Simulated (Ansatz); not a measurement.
# CH2BrFOSi: one species, many methods

Aim: compute CH2BrFOSi with functionals from several rungs and with coupled cluster, and see how far each lands from CCSD(T) at the basis-set limit for the atomisation energy.

Program: Ansatz 0.2.0, Gaussian basis. Level of theory: functionals in def2-TZVPP, the program's frozen cores in correlated methods. These are calculated values, not measurements.

Levels to be run: LDA (SPW92), PBE-D4, revPBE-D4, BLYP-D4, r2SCAN-D4, B97M-V, PBE0-D4, B3LYP-D4, r2SCANh-D4, r2SCAN0-D4, HSE06-D4, BHLYP-D4, CAM-B3LYP-D4, LC-ωPBE, ωB97X-V, ωB97M-V, B2PLYP, PBE-QIDH; CCSD(T)/def2-SVP; CCSD(T)/def2-TZVPP; MP2/def2-QZVPP; extrapolation to the limit; RPA on PBE.

## Step 1: The relaxed structure

All runs share one geometry, relaxed beforehand with PBE0-D4 in a triple-zeta def2 set.

SMILES `FC1(Br)O[SiH2]1`, 7 atoms, charge 0, spin multiplicity 1.

Atoms are counted from 1 here; the program's logs count them from 0.

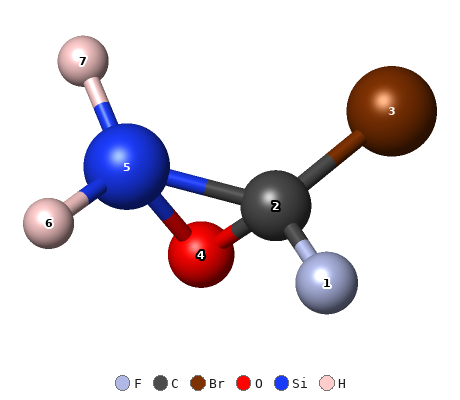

The geometry (fluorine light blue, carbon dark grey, bromine brown, oxygen red, silicon blue, hydrogen pink); atoms are numbered from 1 in the order of the file.

Coordinates:

```
F    -0.73841   -1.27866    1.32126
C     0.07812   -0.72980    0.40862
Br    1.77273   -1.66141    0.45597
O    -0.49814   -0.66217   -0.85556
Si   -0.15647    0.91219   -0.33175
H    -1.33506    1.74093   -0.01399
H     0.93843    1.61091   -1.03034
```

## Step 2: LDA

This LDA is Slater exchange with PW92 correlation.

Input file in.yaml:

```yaml
crystal:
  periodic: [false, false, false]
  atoms:
    - {symbol: F, position_ang: [-0.738406, -1.278664, 1.321256]}
    - {symbol: C, position_ang: [0.078120, -0.729801, 0.408619]}
    - {symbol: Br, position_ang: [1.772728, -1.661409, 0.455971]}
    - {symbol: O, position_ang: [-0.498140, -0.662165, -0.855562]}
    - {symbol: Si, position_ang: [-0.156474, 0.912192, -0.331752]}
    - {symbol: H, position_ang: [-1.335061, 1.740933, -0.013994]}
    - {symbol: H, position_ang: [0.938433, 1.610913, -1.030338]}
basis:
  gaussian: {orbitals: def2-TZVPP}
hamiltonian: {xc: lda}
output: {orbitals: {seedname: orbitals}}
```

Command:

```bash
> ansatz run in.yaml --threads 4 --pin off --events-out ev --progress --plain --max-ram 10444MiB
```

What it wrote:

```text
Functional definition: SPW92
  name "SPW92"
  cite "Dirac, Proc. Camb. Phil. Soc. 26, 376 (1930) doi:10.1017/S0305004100016108"
  cite "Slater, Phys. Rev. 81, 385 (1951) doi:10.1103/PhysRev.81.385"
  cite "Perdew & Wang, Phys. Rev. B 45, 13244 (1992) doi:10.1103/PhysRevB.45.13244"
  exchange = slater_x
  correlation = pw_c
1269 factors; their error is unknown
mean field evaluation 1: about -83583.1448 eV, gradient 6.2e1 eV
mean field evaluation 2: about -83522.8520 eV, gradient 1.7e2 eV
mean field evaluation 4: about -83589.3826 eV, gradient 2.0e1 eV
mean field evaluation 8: about -83590.0801 eV, gradient 2.1e-1 eV
mean field evaluation 16: about -83590.0351 eV, gradient 1.3e-4 eV
mean field -83590.03509851 eV, -3071.8771305094 hartree, gradient 3.3e-5 eV, S^2 0.000000; 0 other end points of the search recorded, 0 dependent functions left out
reference -83590.03513397 eV, -3071.8771318125 hartree; 37, 37 occupied and 174, 174 virtual orbitals, 1269 factors
Total energy: -83590.03513397 eV, -3071.8771318125 hartree
```

Run time: 0.65 s. Hardware: 4 threads of Intel Xeon 6975P-C, shared host.

Atomisation energy: 2862.4 kJ/mol (free atoms -83560.369 eV, run apart). HOMO -6.69 eV, LUMO -2.57 eV.

## Step 3: PBE-D4 (GGA)

in.yaml: that of step 2 with these lines changed.

```diff
@@ -12,3 +12,3 @@
   gaussian: {orbitals: def2-TZVPP}
-hamiltonian: {xc: lda}
-output: {orbitals: {seedname: orbitals}}
+hamiltonian: {xc: pbe, dispersion: d4}
+output: {forces: true, orbitals: {seedname: orbitals}}
```

The command is unchanged.

What it wrote, cut to the lines that bear on the results:

```text
Functional definition: PBE
  name "PBE"
  cite "Perdew, Burke & Ernzerhof, Phys. Rev. Lett. 77, 3865 (1996) doi:10.1103/PhysRevLett.77.3865"
  parent pbe
[...]
1269 factors; their error is unknown
[...]
mean field -83738.98482497 eV, -3077.3509319952 hartree, gradient 5.9e-5 eV, S^2 0.000000; 0 other end points of the search recorded, 0 dependent functions left out
[...]
reference -83738.98486291 eV, -3077.3509333895 hartree; 37, 37 occupied and 174, 174 virtual orbitals, 1269 factors
Total energy: -83739.16594363 eV, -3077.3575879832 hartree
Atom 0 at    -0.738406    -1.278664     1.321256 Å, force    -0.469142    -0.305714     0.556592 eV/Å
Atom 1 at     0.078120    -0.729801     0.408619 Å, force     0.298127     0.157312     0.089959 eV/Å
Atom 2 at     1.772728    -1.661409     0.455971 Å, force     0.438897    -0.216813     0.019759 eV/Å
Atom 3 at    -0.498140    -0.662165    -0.855562 Å, force    -0.363128    -0.476190    -0.720418 eV/Å
Atom 4 at    -0.156474     0.912192    -0.331752 Å, force     0.124945     0.650745     0.139955 eV/Å
Atom 5 at    -1.335061     1.740933    -0.013994 Å, force    -0.159781     0.100756     0.021089 eV/Å
Atom 6 at     0.938433     1.610913    -1.030338 Å, force     0.130081     0.089903    -0.106936 eV/Å
Dipole moment:    -0.038588     0.620720    -0.097274 e Å
```

It took 1.1 s on 4 threads of Intel Xeon 6975P-C, shared host.

With the free atoms at this level, -83713.588 eV in sum, the atomisation energy is 2467.9 kJ/mol. HOMO -6.51 eV, LUMO -2.36 eV.

## Step 4: revPBE-D4 (GGA)

in.yaml: that of step 3 with these lines changed.

```diff
@@ -12,3 +12,3 @@
   gaussian: {orbitals: def2-TZVPP}
-hamiltonian: {xc: pbe, dispersion: d4}
-output: {forces: true, orbitals: {seedname: orbitals}}
+hamiltonian: {xc: {name: revPBE}, dispersion: d4}
+output: {orbitals: {seedname: orbitals}}
```

The command is unchanged.

What it wrote:

```text
Functional definition: revPBE
  name "revPBE"
  cite "Zhang & Yang, Phys. Rev. Lett. 80, 890 (1998) doi:10.1103/PhysRevLett.80.890"
  cite "Perdew, Burke & Ernzerhof, Phys. Rev. Lett. 77, 3865 (1996) doi:10.1103/PhysRevLett.77.3865"
  parameter kappa = 1.245
  parameter beta = 0.06672455060314922
  exchange = pbe_x(kappa = kappa, mu = beta*pi^2/3)
  correlation = pbe_c(beta = beta)
1269 factors; their error is unknown
mean field evaluation 1: about -83743.2301 eV, gradient 6.1e1 eV
mean field evaluation 2: about -83684.6894 eV, gradient 1.7e2 eV
mean field evaluation 4: about -83749.3026 eV, gradient 1.9e1 eV
mean field evaluation 8: about -83749.9553 eV, gradient 2.0e-1 eV
mean field evaluation 16: about -83749.9096 eV, gradient 1.3e-4 eV
mean field -83749.90955694 eV, -3077.7524084899 hartree, gradient 3.7e-5 eV, S^2 0.000000; 0 other end points of the search recorded, 0 dependent functions left out
reference -83749.90960429 eV, -3077.7524102300 hartree; 37, 37 occupied and 174, 174 virtual orbitals, 1269 factors
Total energy: -83750.44544204 eV, -3077.7721019040 hartree
```

Run time: 0.95 s. Hardware: 4 threads of Intel Xeon 6975P-C, shared host.

With the free atoms at this level, -83725.776 eV in sum, the atomisation energy is 2380.2 kJ/mol. HOMO -6.44 eV, LUMO -2.27 eV.

## Step 5: BLYP-D4 (GGA)

in.yaml: that of step 4 with these lines changed.

```diff
@@ -12,3 +12,3 @@
   gaussian: {orbitals: def2-TZVPP}
-hamiltonian: {xc: {name: revPBE}, dispersion: d4}
+hamiltonian: {xc: {name: BLYP}, dispersion: d4}
 output: {orbitals: {seedname: orbitals}}
```

The command is unchanged.

What it wrote:

```text
Functional definition: BLYP
  name "BLYP"
  cite "Becke, Phys. Rev. A 38, 3098 (1988) doi:10.1103/PhysRevA.38.3098"
  cite "Lee, Yang & Parr, Phys. Rev. B 37, 785 (1988) doi:10.1103/PhysRevB.37.785"
  parameter beta = 0.0042
  parameter a = 0.04918
  parameter b = 0.132
  parameter c = 0.2533
  parameter d = 0.349
  exchange = b88_x(beta = beta)
  correlation = lyp_c(a = a, b = b, c = c, d = d)
1269 factors; their error is unknown
mean field evaluation 1: about -83751.3900 eV, gradient 6.7e1 eV
mean field evaluation 2: about -83679.3071 eV, gradient 1.8e2 eV
mean field evaluation 4: about -83758.3932 eV, gradient 2.3e1 eV
mean field evaluation 8: about -83759.2687 eV, gradient 2.4e-1 eV
mean field evaluation 16: about -83759.2227 eV, gradient 1.7e-4 eV
mean field -83759.22267519 eV, -3078.0946592729 hartree, gradient 5.1e-5 eV, S^2 0.000000; 0 other end points of the search recorded, 0 dependent functions left out
reference -83759.22300762 eV, -3078.0946714896 hartree; 37, 37 occupied and 174, 174 virtual orbitals, 1269 factors
Total energy: -83759.62647146 eV, -3078.1094985121 hartree
```

Run time: 0.95 s. Hardware: 4 threads of Intel Xeon 6975P-C, shared host.

With the free atoms at this level, -83734.987 eV in sum, the atomisation energy is 2377.4 kJ/mol. HOMO -6.37 eV, LUMO -2.25 eV.

## Step 6: r2SCAN-D4 (meta-GGA)

in.yaml: that of step 5 with these lines changed.

```diff
@@ -12,3 +12,3 @@
   gaussian: {orbitals: def2-TZVPP}
-hamiltonian: {xc: {name: BLYP}, dispersion: d4}
-output: {orbitals: {seedname: orbitals}}
+hamiltonian: {xc: r2scan, dispersion: d4}
+output: {forces: true, orbitals: {seedname: orbitals}}
```

The command is unchanged.

What it wrote, cut to the lines that bear on the results:

```text
Functional definition: r2SCAN
  name "r2SCAN"
  cite "Furness, Kaplan, Ning, Perdew & Sun, J. Phys. Chem. Lett. 11, 8208 (2020) doi:10.1021/acs.jpclett.0c02405"
  cite "Furness, Kaplan, Ning, Perdew & Sun, J. Phys. Chem. Lett. 11, 9248 (2020) doi:10.1021/acs.jpclett.0c03077"
  parent r2scan
[...]
1269 factors; their error is unknown
[...]
mean field -83755.65500157 eV, -3077.9635496858 hartree, gradient 2.2e-5 eV, S^2 0.000000; 0 other end points of the search recorded, 0 dependent functions left out
[...]
reference -83755.65501225 eV, -3077.9635500783 hartree; 37, 37 occupied and 174, 174 virtual orbitals, 1269 factors
Total energy: -83755.69551043 eV, -3077.9650383589 hartree
Atom 0 at    -0.738406    -1.278664     1.321256 Å, force    -0.220838    -0.165057     0.217736 eV/Å
Atom 1 at     0.078120    -0.729801     0.408619 Å, force     0.108285     0.251011     0.070655 eV/Å
Atom 2 at     1.772728    -1.661409     0.455971 Å, force     0.263412    -0.159458     0.008197 eV/Å
Atom 3 at    -0.498140    -0.662165    -0.855562 Å, force    -0.181469    -0.144462    -0.319013 eV/Å
Atom 4 at    -0.156474     0.912192    -0.331752 Å, force     0.046709     0.243723     0.050625 eV/Å
Atom 5 at    -1.335061     1.740933    -0.013994 Å, force     0.003448    -0.015190    -0.021387 eV/Å
Atom 6 at     0.938433     1.610913    -1.030338 Å, force    -0.019546    -0.010567    -0.006813 eV/Å
Dipole moment:    -0.046456     0.659543    -0.104586 e Å
```

It took 2 s on 4 threads of Intel Xeon 6975P-C, shared host.

With the free atoms at this level, -83730.874 eV in sum, the atomisation energy is 2394.9 kJ/mol. HOMO -6.76 eV, LUMO -2.15 eV.

## Step 7: B97M-V (meta-GGA)

in.yaml: that of step 6 with these lines changed.

```diff
@@ -12,3 +12,3 @@
   gaussian: {orbitals: def2-TZVPP}
-hamiltonian: {xc: r2scan, dispersion: d4}
-output: {forces: true, orbitals: {seedname: orbitals}}
+hamiltonian: {xc: {name: B97M-V}}
+output: {orbitals: {seedname: orbitals}}
```

Same command.

What it wrote, cut to the lines that bear on the results:

```text
Functional definition: B97M-V
  name "B97M-V"
  cite "Mardirossian & Head-Gordon, J. Chem. Phys. 142, 074111 (2015) doi:10.1063/1.4907719"
  cite "Becke, J. Chem. Phys. 107, 8554 (1997) doi:10.1063/1.475007"
  cite "Vydrov & Van Voorhis, J. Chem. Phys. 133, 244103 (2010) doi:10.1063/1.3521275"
  # Of w^i u^j: cxij and so on, Table III.
[...]
  gx(w, u) = cx00 + cx01*u + cx02*u^2 + (cx10 + cx11*u)*w
  gss(w, u) = css00 + css02*u^2 + css10*w + (css32*w^3 + css42*w^4)*u^2
  gos(w, u) = cos00 + cos01*u + cos03*u^3 + cos10*w + cos32*w^3*u^2
[...]
      + integral(e_c_pw_mod_opposite_spin*gos(b97_w_opposite, b97_u_opposite)) + vv10(b, c)
1269 factors; their error is unknown
[...]
mean field -83743.18092760 eV, -3077.5051359226 hartree, gradient 3.3e-5 eV, S^2 0.000000; 0 other end points of the search recorded, 0 dependent functions left out
reference -83743.18098239 eV, -3077.5051379361 hartree; 37, 37 occupied and 174, 174 virtual orbitals, 1269 factors
Total energy: -83743.18098239 eV, -3077.5051379361 hartree
```

It took 2.9 s on 4 threads of Intel Xeon 6975P-C, shared host.

With the free atoms at this level, -83718.584 eV in sum, the atomisation energy is 2373.2 kJ/mol. HOMO -6.83 eV, LUMO -2.22 eV.

## Step 8: PBE0-D4 (hybrid)

in.yaml: that of step 7 with these lines changed.

```diff
@@ -12,3 +12,3 @@
   gaussian: {orbitals: def2-TZVPP}
-hamiltonian: {xc: {name: B97M-V}}
+hamiltonian: {xc: pbe0, dispersion: d4}
 output: {orbitals: {seedname: orbitals}}
```

Its log isn't repeated here (it stands with the study of this molecule's fields); it ends on a total energy of -83742.136668 eV.

Atomisation energy: 2371.3 kJ/mol (free atoms -83717.560 eV, run apart). HOMO -7.74 eV, LUMO -1.53 eV.

## Step 9: B3LYP-D4 (hybrid)

B3LYP here takes the VWN-RPA correlation.

in.yaml: that of step 8 with these lines changed.

```diff
@@ -12,3 +12,3 @@
   gaussian: {orbitals: def2-TZVPP}
-hamiltonian: {xc: pbe0, dispersion: d4}
-output: {orbitals: {seedname: orbitals}}
+hamiltonian: {xc: {name: B3LYP}, dispersion: d4}
+output: {forces: true, orbitals: {seedname: orbitals}}
```

The command is unchanged.

What it wrote, cut to the lines that bear on the results:

```text
Functional definition: B3LYP
  name "B3LYP"
  cite "Stephens, Devlin, Chabalowski & Frisch, J. Phys. Chem. 98, 11623 (1994) doi:10.1021/j100096a001"
  cite "Becke, Phys. Rev. A 38, 3098 (1988) doi:10.1103/PhysRevA.38.3098"
  cite "Lee, Yang & Parr, Phys. Rev. B 37, 785 (1988) doi:10.1103/PhysRevB.37.785"
  cite "Vosko, Wilk & Nusair, Can. J. Phys. 58, 1200 (1980) doi:10.1139/p80-159"
[...]
1309 factors; their error is unknown
[...]
mean field -83760.61798041 eV, -3078.1459357942 hartree, gradient 2.5e-5 eV, S^2 0.000000; 0 other end points of the search recorded, 0 dependent functions left out
[...]
reference -83760.61823074 eV, -3078.1459449934 hartree; 37, 37 occupied and 174, 174 virtual orbitals, 1309 factors
Total energy: -83760.91593725 eV, -3078.1568855059 hartree
Atom 0 at    -0.738406    -1.278664     1.321256 Å, force    -0.286975    -0.177103     0.313604 eV/Å
Atom 1 at     0.078120    -0.729801     0.408619 Å, force     0.111687     0.230274     0.009044 eV/Å
Atom 2 at     1.772728    -1.661409     0.455971 Å, force     0.360733    -0.207149     0.023916 eV/Å
Atom 3 at    -0.498140    -0.662165    -0.855562 Å, force    -0.165675    -0.071383    -0.325301 eV/Å
Atom 4 at    -0.156474     0.912192    -0.331752 Å, force    -0.025870     0.302234    -0.046409 eV/Å
Atom 5 at    -1.335061     1.740933    -0.013994 Å, force     0.084149    -0.041925    -0.024666 eV/Å
Atom 6 at     0.938433     1.610913    -1.030338 Å, force    -0.078048    -0.034948     0.049812 eV/Å
Dipole moment:    -0.018641     0.692534    -0.100037 e Å
```

Wall time 2.4 s (4 threads of Intel Xeon 6975P-C, shared host); peak memory 0.63 GiB.

Atomisation energy: 2346.2 kJ/mol (free atoms -83736.599 eV, run apart). HOMO -7.53 eV, LUMO -1.76 eV.

## Step 10: r2SCANh-D4 (hybrid)

in.yaml: that of step 9 with these lines changed.

```diff
@@ -12,3 +12,3 @@
   gaussian: {orbitals: def2-TZVPP}
-hamiltonian: {xc: {name: B3LYP}, dispersion: d4}
-output: {forces: true, orbitals: {seedname: orbitals}}
+hamiltonian: {xc: {name: r2SCANh}, dispersion: d4}
+output: {orbitals: {seedname: orbitals}}
```

The command is unchanged.

What it wrote, cut to the lines that bear on the results:

```text
Functional definition: r2SCANh
  name "r2SCANh"
  cite "Bursch, Neugebauer, Ehlert & Grimme, J. Chem. Phys. 156, 134105 (2022) doi:10.1063/5.0086040"
  cite "Furness, Kaplan, Ning, Perdew & Sun, J. Phys. Chem. Lett. 11, 8208 (2020) doi:10.1021/acs.jpclett.0c02405"
  cite "Furness, Kaplan, Ning, Perdew & Sun, J. Phys. Chem. Lett. 11, 9248 (2020) doi:10.1021/acs.jpclett.0c03077"
  parent r2scan
[...]
1284 factors; their error is unknown
[...]
mean field -83755.19654269 eV, -3077.9467016327 hartree, gradient 3.5e-5 eV, S^2 0.000000; 0 other end points of the search recorded, 0 dependent functions left out
reference -83755.19655251 eV, -3077.9467019934 hartree; 37, 37 occupied and 174, 174 virtual orbitals, 1284 factors
Total energy: -83755.24032312 eV, -3077.9483105338 hartree
```

Wall time 2.3 s (4 threads of Intel Xeon 6975P-C, shared host); peak memory 0.65 GiB.

With the free atoms at this level, -83730.781 eV in sum, the atomisation energy is 2360.0 kJ/mol. HOMO -7.22 eV, LUMO -1.85 eV.

## Step 11: r2SCAN0-D4 (hybrid)

in.yaml: that of step 10 with these lines changed.

```diff
@@ -12,3 +12,3 @@
   gaussian: {orbitals: def2-TZVPP}
-hamiltonian: {xc: {name: r2SCANh}, dispersion: d4}
+hamiltonian: {xc: {name: r2SCAN0}, dispersion: d4}
 output: {orbitals: {seedname: orbitals}}
```

The command is unchanged.

What it wrote, cut to the lines that bear on the results:

```text
Functional definition: r2SCAN0
  name "r2SCAN0"
  cite "Bursch, Neugebauer, Ehlert & Grimme, J. Chem. Phys. 156, 134105 (2022) doi:10.1063/5.0086040"
  cite "Furness, Kaplan, Ning, Perdew & Sun, J. Phys. Chem. Lett. 11, 8208 (2020) doi:10.1021/acs.jpclett.0c02405"
  cite "Furness, Kaplan, Ning, Perdew & Sun, J. Phys. Chem. Lett. 11, 9248 (2020) doi:10.1021/acs.jpclett.0c03077"
  parent r2scan
[...]
1309 factors; their error is unknown
[...]
mean field -83754.55463967 eV, -3077.9231121317 hartree, gradient 3.6e-5 eV, S^2 0.000000; 0 other end points of the search recorded, 0 dependent functions left out
reference -83754.55464819 eV, -3077.9231124449 hartree; 37, 37 occupied and 174, 174 virtual orbitals, 1309 factors
Total energy: -83754.60351889 eV, -3077.9249084099 hartree
```

Run time: 2.3 s. Hardware: 4 threads of Intel Xeon 6975P-C, shared host; peak memory 0.66 GiB.

With the free atoms at this level, -83730.659 eV in sum, the atomisation energy is 2310.3 kJ/mol. HOMO -7.91 eV, LUMO -1.40 eV.

## Step 12: HSE06-D4 (hybrid)

HSE06 is the plane-wave form, built on full-range PBE exchange.

in.yaml: that of step 11 with these lines changed.

```diff
@@ -12,3 +12,3 @@
   gaussian: {orbitals: def2-TZVPP}
-hamiltonian: {xc: {name: r2SCAN0}, dispersion: d4}
+hamiltonian: {xc: hse06, dispersion: d4}
 output: {orbitals: {seedname: orbitals}}
```

Same command.

What it wrote, cut to the lines that bear on the results:

```text
Functional definition: HSE06
  name "HSE06"
  cite "Heyd, Scuseria & Ernzerhof, J. Chem. Phys. 118, 8207 (2003) doi:10.1063/1.1564060"
  cite "Krukau, Vydrov, Izmaylov & Scuseria, J. Chem. Phys. 125, 224106 (2006) doi:10.1063/1.2404663"
  cite "Heyd & Scuseria, J. Chem. Phys. 120, 7274 (2004) doi:10.1063/1.1668634"
  cite "Ernzerhof & Perdew, J. Chem. Phys. 109, 3313 (1998) doi:10.1063/1.476928"
  cite "Perdew, Burke & Ernzerhof, Phys. Rev. Lett. 77, 3865 (1996) doi:10.1103/PhysRevLett.77.3865"
  parent pbe
[...]
  # The whole range is PBE's own exchange, as in plane waves. The composition of these papers is wPBEh.
[...]
1309 factors; their error is unknown
84 factors; integrals over basis functions are off by at most 4.5e-7 eV
[...]
mean field -83741.68621736 eV, -3077.4502063345 hartree, gradient 3.8e-5 eV, S^2 0.000000; 0 other end points of the search recorded, 0 dependent functions left out
reference -83741.68625566 eV, -3077.4502077417 hartree; 37, 37 occupied and 174, 174 virtual orbitals, 1309 factors
Total energy: -83741.82868355 eV, -3077.4554418702 hartree
```

Wall time 1.9 s (4 threads of Intel Xeon 6975P-C, shared host); peak memory 0.66 GiB.

Atomisation energy: 2374.4 kJ/mol (free atoms -83717.219 eV, run apart). HOMO -7.34 eV, LUMO -1.91 eV.

## Step 13: BHLYP-D4 (hybrid)

in.yaml: that of step 12 with these lines changed.

```diff
@@ -12,3 +12,3 @@
   gaussian: {orbitals: def2-TZVPP}
-hamiltonian: {xc: hse06, dispersion: d4}
+hamiltonian: {xc: {name: BHLYP}, dispersion: d4}
 output: {orbitals: {seedname: orbitals}}
```

The command is unchanged.

What it wrote:

```text
Functional definition: BHLYP
  name "BHLYP"
  cite "Becke, J. Chem. Phys. 98, 1372 (1993) doi:10.1063/1.464304"
  cite "Becke, Phys. Rev. A 38, 3098 (1988) doi:10.1103/PhysRevA.38.3098"
  cite "Lee, Yang & Parr, Phys. Rev. B 37, 785 (1988) doi:10.1103/PhysRevB.37.785"
  parameter a = 0.5
  exchange = (1 - a)*b88_x + a*exact_x
  correlation = lyp_c
1456 factors; their error is unknown
mean field evaluation 1: about -83751.7520 eV, gradient 4.6e1 eV
mean field evaluation 2: about -83748.3701 eV, gradient 6.4e1 eV
mean field evaluation 4: about -83755.3317 eV, gradient 3.3e0 eV
mean field evaluation 8: about -83755.3475 eV, gradient 4.1e-2 eV
mean field evaluation 16: about -83756.3235 eV, gradient 2.2e-4 eV
mean field -83756.32353617 eV, -3077.9881178792 hartree, gradient 7.4e-5 eV, S^2 0.000000; 0 other end points of the search recorded, 0 dependent functions left out
reference -83756.32370720 eV, -3077.9881241643 hartree; 37, 37 occupied and 174, 174 virtual orbitals, 1456 factors
Total energy: -83756.56238780 eV, -3077.9968955145 hartree
```

It took 1.9 s on 4 threads of Intel Xeon 6975P-C, shared host; peak memory 0.66 GiB.

With the free atoms at this level, -83733.562 eV in sum, the atomisation energy is 2219.2 kJ/mol. HOMO -8.88 eV, LUMO -0.68 eV.

## Step 14: CAM-B3LYP-D4 (range-separated)

in.yaml: that of step 13 with these lines changed.

```diff
@@ -12,3 +12,3 @@
   gaussian: {orbitals: def2-TZVPP}
-hamiltonian: {xc: {name: BHLYP}, dispersion: d4}
+hamiltonian: {xc: {name: CAM-B3LYP}, dispersion: d4}
 output: {orbitals: {seedname: orbitals}}
```

Launched as before.

What it wrote, cut to the lines that bear on the results:

```text
Functional definition: CAM-B3LYP
  name "CAM-B3LYP"
  cite "Yanai, Tew & Handy, Chem. Phys. Lett. 393, 51 (2004) doi:10.1016/j.cplett.2004.06.011"
  cite "Iikura, Tsuneda, Yanai & Hirao, J. Chem. Phys. 115, 3540 (2001) doi:10.1063/1.1383587"
  cite "Becke, Phys. Rev. A 38, 3098 (1988) doi:10.1103/PhysRevA.38.3098"
  cite "Lee, Yang & Parr, Phys. Rev. B 37, 785 (1988) doi:10.1103/PhysRevB.37.785"
  cite "Vosko, Wilk & Nusair, Can. J. Phys. 58, 1200 (1980) doi:10.1139/p80-159"
[...]
  # Exact exchange under (alpha + beta erf(omega r))/r, Becke's under what is left of 1/r.
[...]
1309 factors; their error is unknown
261 factors; integrals over basis functions are off by at most 2.7e-5 eV
[...]
mean field -83761.13407162 eV, -3078.1649017962 hartree, gradient 5.8e-5 eV, S^2 0.000000; 0 other end points of the search recorded, 0 dependent functions left out
reference -83761.13419351 eV, -3078.1649062756 hartree; 37, 37 occupied and 174, 174 virtual orbitals, 1309 factors
Total energy: -83761.28974095 eV, -3078.1706225386 hartree
```

Run time: 2.1 s. Hardware: 4 threads of Intel Xeon 6975P-C, shared host; peak memory 0.7 GiB.

With the free atoms at this level, -83736.797 eV in sum, the atomisation energy is 2363.2 kJ/mol. HOMO -9.07 eV, LUMO -0.53 eV.

(Part 1 of 2 ends here.)
